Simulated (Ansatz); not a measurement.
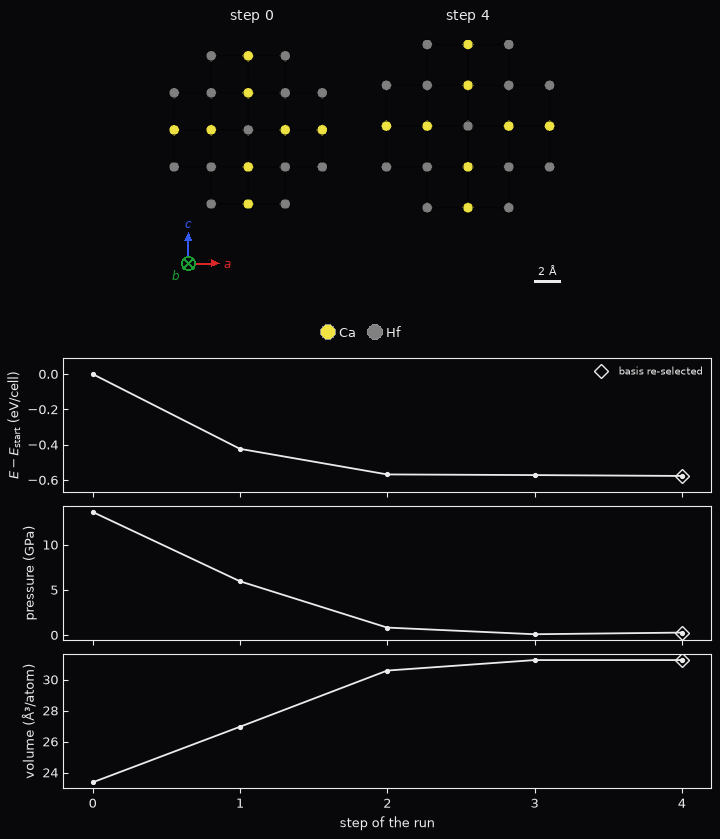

First and last geometry of a relaxation of solid CaHf (a generated structure, set up in Fm-3m) (coarse preliminary run), with the history of the run. The picture is a ball-and-stick view of the conventional cell (4 times the calculation's cell), seen along the b axis. Lengths and directions refer to the drawn axes.

Theory: DFT PBE, scalar-relativistic, plane waves, PAW (Ansatz 0.2.0).

Input file:
```yaml
crystal:
  lattice:
    - [0.0, 2.85895882, 2.85895882]
    - [2.85895882, 0.0, 2.85895882]
    - [2.85895882, 2.85895882, 0.0]
  atoms:
    - { symbol: Ca, position: [0.0, 0.0, 0.0] }
    - { symbol: Hf, position: [0.5, 0.5, 0.5] }
basis:
  ecutwfc: 420
kpoints:
  mp_grid: { grid: [6, 6, 6] }
hamiltonian:
  xc: pbe
scf:
  occupations: { method: gaussian, width: 0.1 }
  lower_state_search: "off"
output:
  forces: true
  stress: true
  eigenvalues: true
relax:
  adjacent_minimum: "off"
  f_tol: 0.04
  max_steps: 70
  cell: { stress_tol: 0.4 }
```

Run as
```bash
ansatz run input.yaml --threads 1 --pin off --max-ram 2560MiB --backend cpu --events-out ev --progress --plain --runs-dir out
```

Read the history and describe the run.

Answer. It converged. After 3 accepted moves (4 points after the start) the energy has fallen by 0.577 eV per cell of the calculation. All forces vanish by symmetry, so only the cell relaxes. Pressure: 13.63 GPa at the start and 0.27 GPa at the end. The SCF was repeated once at an unchanged geometry on a basis and grid sized afresh for the cell, which shifted the energy by 4.9 meV per cell of the calculation at most. The atoms keep their places relative to the cell (all moves are under 0.005 Å). The volume changes by +33.8 %, with a = b = c 5.718 → 6.300 Å (+10.2 %). Some distances before and after: Ca1–Hf2 2.859 → 3.150 Å. The space group stays Fm-3m (No. 225). Cost: 7.7 s on 1 thread of Arm Neoverse V1 (shared host), peak memory 0.32 GiB.

| step | E − E(0), meV/atom | pressure, GPa | volume, Å³/atom | note |
| --- | --- | --- | --- | --- |
| 0 | 0.00 | 13.63 | 23.368 |  |
| 1 | -211.63 | 5.95 | 26.955 |  |
| 2 | -284.07 | 0.83 | 30.584 |  |
| 3 | -285.92 | 0.09 | 31.261 |  |
| 4 | -288.36 | 0.27 | 31.261 | same geometry, new basis |
